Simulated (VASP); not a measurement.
Band structure of Mg3Sb2 (a-la2o3). Level of theory: PBE GGA, VASP's PBE PAW potentials (set 64) (plane waves; VASP).

Unless said otherwise, spin-orbit coupling is left out, though it shifts the bands of the heavy elements here.

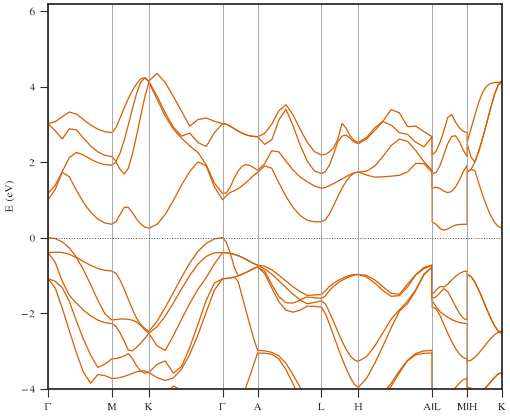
*Bands along high-symmetry lines, zero at the valence-band maximum or, without a gap, the Fermi level*

Q: Read the plot: is there a gap, and where are the band edges?

A: The gap is indirect, 0.19 eV, from the valence maximum at Γ to the conduction minimum at L-M at 0.33. (Edges off the drawn lines would not show.)

The compound is Mg3Sb2 in the a-la2o3 structure. It was relaxed first.
